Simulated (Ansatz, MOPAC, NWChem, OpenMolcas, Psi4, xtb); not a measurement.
How methods differ on CHClFNOSi (SMILES O=C=N[SiH](F)Cl)

The runs start from one conformer, not always the lowest.

CHClFNOSi, singlet, SMILES `O=C=N[SiH](F)Cl`. Each level relaxes the structure for itself.

Quantity: the highest harmonic wavenumber at each level's own minimum, in cm⁻¹. The values are calculated.

```json
{"level": "AM1", "kind": "semi-empirical", "program": "MOPAC", "value (cm⁻¹)": "2554"}
{"level": "PM3", "kind": "semi-empirical", "program": "MOPAC", "value (cm⁻¹)": "2279"}
{"level": "MNDOD", "kind": "semi-empirical", "program": "MOPAC", "value (cm⁻¹)": "2578"}
{"level": "GFN1-xTB", "kind": "semi-empirical", "program": "xtb", "value (cm⁻¹)": "2471"}
{"level": "HF/3-21G", "kind": "Hartree–Fock", "program": "OpenMolcas", "value (cm⁻¹)": "2538"}
{"level": "HF/6-31G* (Cartesian functions)", "kind": "Hartree–Fock", "program": "OpenMolcas", "value (cm⁻¹)": "2555"}
{"level": "B3LYP-D3(BJ)/def2-SVP", "kind": "global hybrid", "program": "NWChem", "value (cm⁻¹)": "2458"}
{"level": "PBE0-D4/def2-TZVP", "kind": "global hybrid", "program": "Ansatz", "value (cm⁻¹)": "2422"}
{"level": "MP2/def2-SVP (density fitting, density fitting for correlation)", "kind": "perturbation theory", "program": "Psi4", "value (cm⁻¹)": "2482"}
```

Harmonic and unscaled. The values span 2279 to 2578 cm⁻¹.

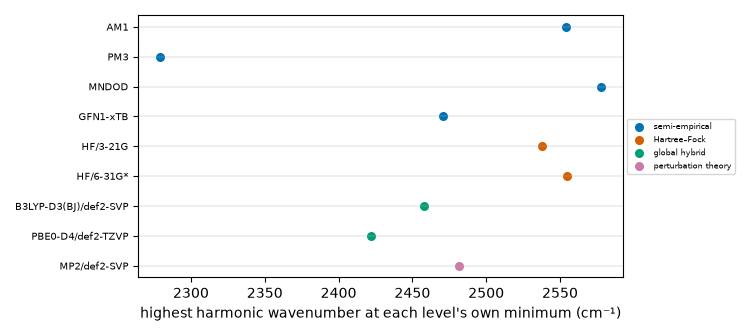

The values of the table, level by level.
